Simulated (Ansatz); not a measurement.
Run report: B₂SiH₆, geometry relaxation (part 1 of 2)

- system: B₂SiH₆, SMILES B[SiH2]B
- method: RKS B3LYP-D4/cc-pVDZ (Ansatz 0.2.0)

It belongs to a series of runs on one base structure; here: start relaxed. Figures and captions count atoms from 1; the log counts them from 0 in places.

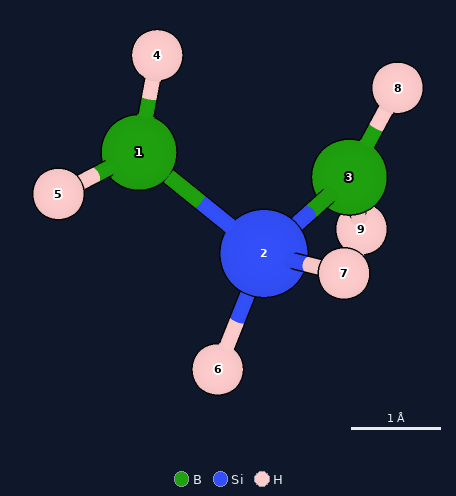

Fig. 1: The starting structure (ball-and-stick view, seen at an oblique angle; atoms are numbered from 1 in the order of the input).

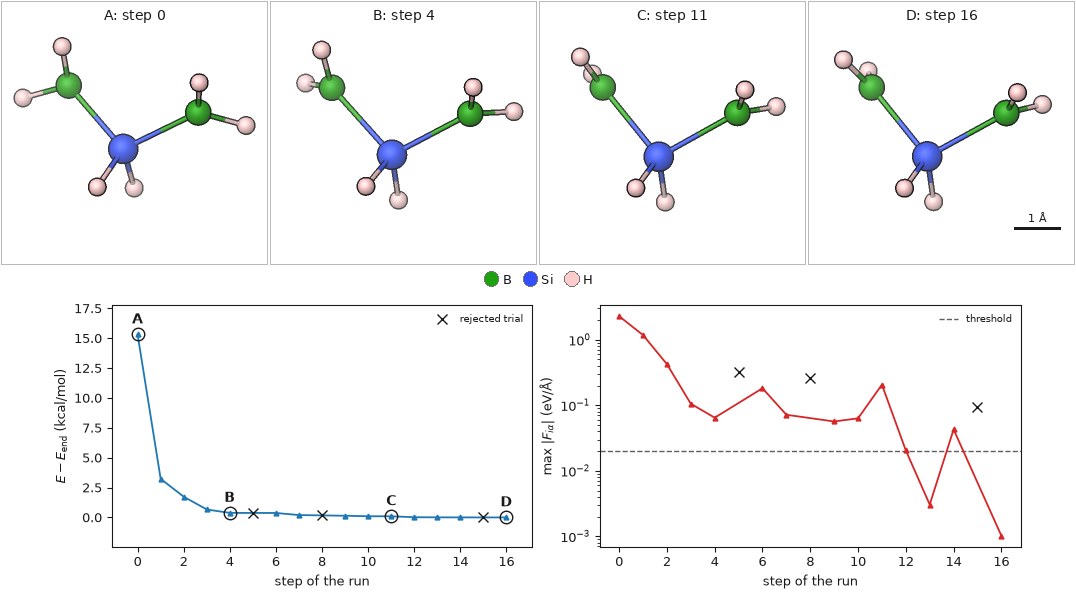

Fig. 2: Frames of the relaxation (ball-and-stick view, seen at a tilt) above the curves, on which the letters mark them (the first geometry is step 0 here and step 1 in the log).

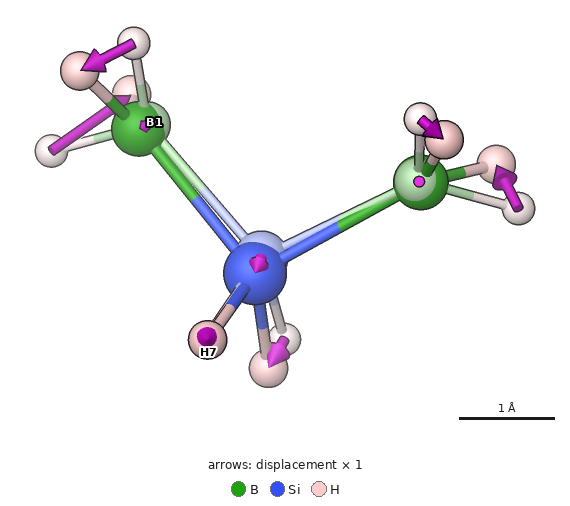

Fig. 3: Start (faint) and end (solid) with the displacements as pink arrows, at true length (ball-and-stick view, seen at a tilt). The two geometries are laid on each other by the best rigid fit. Over 16 geometry steps the energy falls by 15.3 kcal/mol. Largest force component: 2.3 eV/Å at the start, 0.001 eV/Å at the end. The line search rejected the trial steps at points 5, 8, 15 (counted from 0) and went back. The largest move after the best rigid fit is that of H5, 1.12 Å. By element the largest moves are H 1.12 Å, Si 0.23 Å, B 0.11 Å. Among the contacts that change: B1–Si2 1.890 → 2.022 Å, Si2–B3 1.929 → 2.022 Å, B1–H4 1.135 → 1.205 Å, B3–H8 1.164 → 1.205 Å. Among the angles that change: B1–Si2–B3 107.7° → 102.3°, H4–B1–H5 114.1° → 118.3°, Si2–B1–H5 118.2° → 120.8°. (Atoms are counted from 1 in the order of the input.)

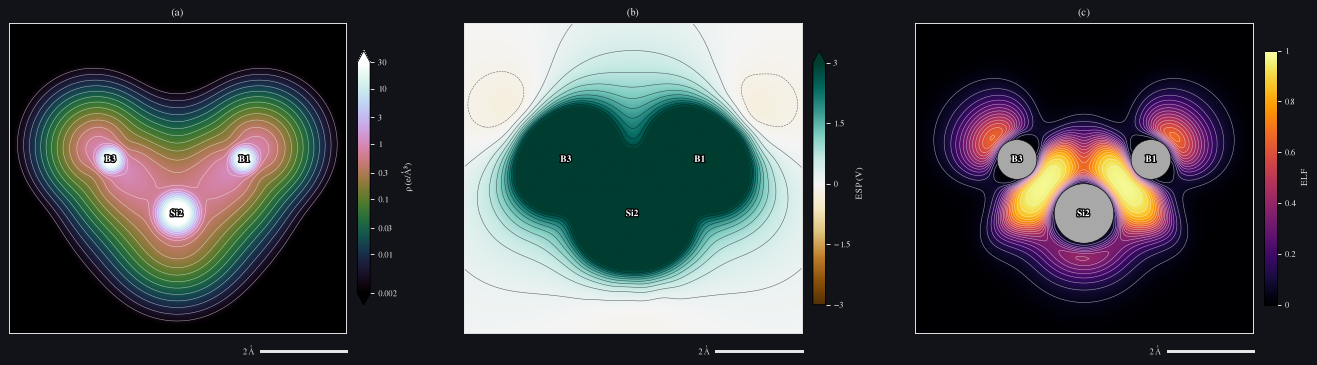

Fig. 4: (a) total electron density; (b) electrostatic potential; (c) electron localisation function on the plane of atoms B1, Si2 and B3. Grey discs, where drawn, cover atomic cores. The section cuts through B and Si sites. The potential has no marked negative region in this plane.

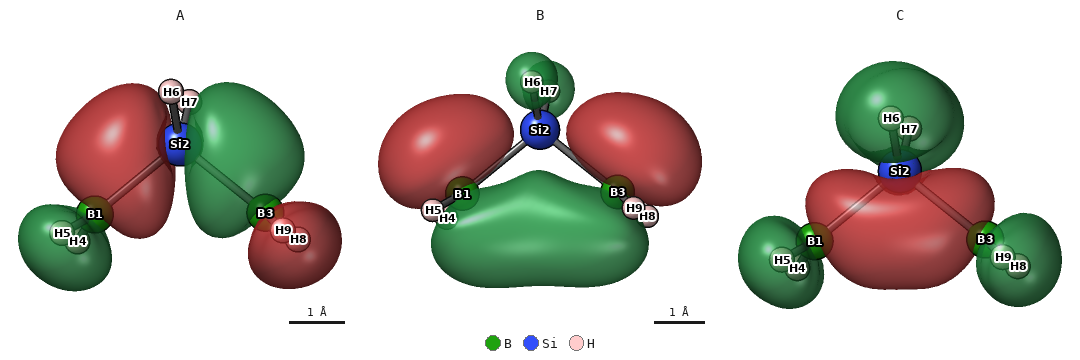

Fig. 5: Three frontier orbitals at ±0.08 Å⁻³ᐟ² (green and red are the two phases). C is the HOMO−1 (−8.66 eV). It lies mainly on Si2 (35 %), B1 (15 %), B3 (15 %), H6 (10 %) and H7 (10 %). A is the HOMO (−7.70 eV). Its weight (Hirshfeld) is mainly on Si2 (35 %), B1 (25 %) and B3 (25 %). B is the LUMO (−3.08 eV). It lies mainly on B1 (35 %), B3 (35 %) and Si2 (15 %). The HOMO–LUMO gap is 4.62 eV between the orbital energies.

These pictures come from the run below.

**Input file**
```yaml
crystal:
  periodic: [false, false, false]
  atoms:
    - { symbol: B, position_ang: [-1.0466, 0.4566, -1.098] }
    - { symbol: Si, position_ang: [0.4616, 0.4808, 0.0409] }
    - { symbol: B, position_ang: [0.3614, -1.0711, 1.1826] }
    - { symbol: H, position_ang: [-1.321, -0.497, -1.6486] }
    - { symbol: H, position_ang: [-1.3368, 1.4938, -1.7072] }
    - { symbol: H, position_ang: [0.4825, 1.7191, 0.8614] }
    - { symbol: H, position_ang: [1.7083, 0.4294, -0.7786] }
    - { symbol: H, position_ang: [0.4065, -2.1383, 0.7189] }
    - { symbol: H, position_ang: [0.3725, -0.9196, 2.4114] }
basis:
  gaussian: { orbitals: cc-pVDZ }
hamiltonian:
  xc: b3lyp
  dispersion: d4
relax:
  f_tol: 0.02
  max_steps: 40
scf:
  lower_state_search: "off"
output:
  orbitals: {}
```

Run as:
```bash
ansatz run input.yaml --threads 1 --pin off --max-ram 2048MiB --backend cpu --events-out ev --progress --plain --runs-dir out
```

**Log**
```
The last accepted step is kept in [file] (removed where the run ends without a failure and the disk answers)
Engine: ansatz 0.2.0, aarch64-unknown-linux-gnu
Functional definition: B3LYP
  parameter a0 = 0.2
  parameter ax = 0.72
  parameter ac = 0.81
  exchange = (1 - a0 - ax)*slater_x + ax*b88_x + a0*exact_x
  correlation = (1 - ac)*vwn_rpa_c + ac*lyp_c
these checks for a lower state are left out or cut short: stability, starts, cluster_reference, orbital_swaps, neighbouring_geometries, increment
820 factors; integrals over basis functions are off by at most 3.4e-4 eV
mean field evaluation 1: about -9324.2635 eV, gradient 1.9e1 eV
mean field evaluation 2: about -9325.0547 eV, gradient 1.3e1 eV
mean field evaluation 4: about -9325.7607 eV, gradient 4.9e-1 eV
mean field evaluation 8: about -9325.7587 eV, gradient 6.6e-3 eV
mean field -9325.75865704 eV, -342.7153094200 hartree, gradient 2.1e-6 eV, S^2 0.000000; 0 other end points of the search recorded, 0 dependent functions left out
the calculation of the forces begins
reference -9325.75892579 eV, -342.7153192964 hartree; 15, 15 occupied and 61, 61 virtual orbitals, 820 factors
relax step   1: F+E_penalty+E_count = -9325.99103394 eV  Δ(F+E_penalty+E_count) = +0.000e0 eV  max|allowed force component| = 2.288e0 eV/Å  Δτ_max = 0.0000 Å  (13 SCF iters, accepted)
these checks for a lower state are left out or cut short: stability, starts, cluster_reference, orbital_swaps, neighbouring_geometries, increment
820 factors; integrals over basis functions are off by at most 3.7e-4 eV
mean field evaluation 16: about -9326.1785 eV, gradient 4.9e0 eV
mean field -9326.28768982 eV, -342.7347510160 hartree, gradient 1.4e-6 eV, S^2 0.000000; 0 other end points of the search recorded, 0 dependent functions left out
[... from here on the field's lines of each further geometry are left out, up to the last ...]
relax step   2: F+E_penalty+E_count = -9326.51498972 eV  Δ(F+E_penalty+E_count) = -5.240e-1 eV  max|allowed force component| = 1.177e0 eV/Å  Δτ_max = 0.1949 Å  (18 SCF iters, accepted)
relax step   3: F+E_penalty+E_count = -9326.57989562 eV  Δ(F+E_penalty+E_count) = -6.491e-2 eV  max|allowed force component| = 4.242e-1 eV/Å  Δτ_max = 0.2000 Å  (16 SCF iters, accepted)
relax step   4: F+E_penalty+E_count = -9326.62623528 eV  Δ(F+E_penalty+E_count) = -4.634e-2 eV  max|allowed force component| = 1.054e-1 eV/Å  Δτ_max = 0.2000 Å  (18 SCF iters, accepted)
relax step   5: F+E_penalty+E_count = -9326.63861245 eV  Δ(F+E_penalty+E_count) = -1.238e-2 eV  max|allowed force component| = 6.466e-2 eV/Å  Δτ_max = 0.2000 Å  (18 SCF iters, accepted)
relax step   6: F+E_penalty+E_count = -9326.63817201 eV  Δ(F+E_penalty+E_count) = +4.404e-4 eV  max|allowed force component| = 3.202e-1 eV/Å  Δτ_max = 0.1982 Å  (18 SCF iters, rejected (line search))
relax step   7: F+E_penalty+E_count = -9326.63892705 eV  Δ(F+E_penalty+E_count) = -3.146e-4 eV  max|allowed force component| = 1.816e-1 eV/Å  Δτ_max = 0.0991 Å  (17 SCF iters, accepted)
relax step   8: F+E_penalty+E_count = -9326.64650083 eV  Δ(F+E_penalty+E_count) = -7.574e-3 eV  max|allowed force component| = 7.161e-2 eV/Å  Δτ_max = 0.1000 Å  (16 SCF iters, accepted)
relax step   9: F+E_penalty+E_count = -9326.64613629 eV  Δ(F+E_penalty+E_count) = +3.645e-4 eV  max|allowed force component| = 2.615e-1 eV/Å  Δτ_max = 0.1463 Å  (17 SCF iters, rejected (line search))
relax step  10: F+E_penalty+E_count = -9326.64900923 eV  Δ(F+E_penalty+E_count) = -2.508e-3 eV  max|allowed force component| = 5.654e-2 eV/Å  Δτ_max = 0.0732 Å  (16 SCF iters, accepted)
relax step  11: F+E_penalty+E_count = -9326.65080799 eV  Δ(F+E_penalty+E_count) = -1.799e-3 eV  max|allowed force component| = 6.321e-2 eV/Å  Δτ_max = 0.0724 Å  (16 SCF iters, accepted)
relax step  12: F+E_penalty+E_count = -9326.65094098 eV  Δ(F+E_penalty+E_count) = -1.330e-4 eV  max|allowed force component| = 2.062e-1 eV/Å  Δτ_max = 0.1114 Å  (17 SCF iters, accepted)
relax step  13: F+E_penalty+E_count = -9326.65433909 eV  Δ(F+E_penalty+E_count) = -3.398e-3 eV  max|allowed force component| = 2.043e-2 eV/Å  Δτ_max = 0.0565 Å  (16 SCF iters, accepted)
relax step  14: F+E_penalty+E_count = -9326.65477674 eV  Δ(F+E_penalty+E_count) = -4.376e-4 eV  max|allowed force component| = 3.051e-3 eV/Å  Δτ_max = 0.0346 Å  (16 SCF iters, accepted)
relax step  15: F+E_penalty+E_count = -9326.65494469 eV  Δ(F+E_penalty+E_count) = -1.680e-4 eV  max|allowed force component| = 4.274e-2 eV/Å  Δτ_max = 0.0717 Å  (16 SCF iters, accepted)
the calculation of the forces begins
reference -9326.42745852 eV, -342.7398874210 hartree; 15, 15 occupied and 61, 61 virtual orbitals, 820 factors
relax step  16: F+E_penalty+E_count = -9326.65351704 eV  Δ(F+E_penalty+E_count) = +1.428e-3 eV  max|allowed force component| = 9.531e-2 eV/Å  Δτ_max = 0.0171 Å  (15 SCF iters, rejected (line search))
these checks for a lower state are left out or cut short: stability, starts, cluster_reference, orbital_swaps, neighbouring_geometries, increment
820 factors; integrals over basis functions are off by at most 3.2e-4 eV
mean field -9326.42884002 eV, -342.7399381901 hartree, gradient 9.7e-7 eV, S^2 0.000000; 0 other end points of the search recorded, 0 dependent functions left out
the calculation of the forces begins
reference -9326.42911350 eV, -342.7399482403 hartree; 15, 15 occupied and 61, 61 virtual orbitals, 820 factors
relax step  17: F+E_penalty+E_count = -9326.65514597 eV  Δ(F+E_penalty+E_count) = -2.013e-4 eV  max|allowed force component| = 1.020e-3 eV/Å  Δτ_max = 0.0040 Å  (13 SCF iters, accepted)
Total energy: -9326.65541945 eV, -342.7482648306 hartree
Atom 0 at    -0.991801     0.482375    -1.195316 Å, force     0.000269     0.000243    -0.000147 eV/Å
Atom 1 at     0.675855     0.496403    -0.052551 Å, force     0.000508     0.000146    -0.000038 eV/Å
Atom 2 at     0.319897    -1.013018     1.244391 Å, force    -0.000123     0.000055    -0.000419 eV/Å
Atom 3 at    -1.060088    -0.210512    -2.179275 Å, force    -0.000448     0.000434     0.001020 eV/Å
Atom 4 at    -1.964144     1.119358    -0.876394 Å, force     0.000400    -0.000495    -0.000546 eV/Å
Atom 5 at     0.837391     1.805843     0.662693 Å, force    -0.000152    -0.000412    -0.000015 eV/Å
Atom 6 at     1.903506     0.231761    -0.874307 Å, force    -0.000564    -0.000022     0.000044 eV/Å
Atom 7 at     0.630607    -2.145628     0.973192 Å, force     0.000168     0.000384     0.000592 eV/Å
Atom 8 at    -0.262822    -0.812882     2.280367 Å, force    -0.000057    -0.000332    -0.000491 eV/Å
Dipole moment:    -0.032595    -0.024531     0.002490 e Å
Checks for a lower state left out: stability, starts, cluster_reference, orbital_swaps, neighbouring_geometries, increment
```
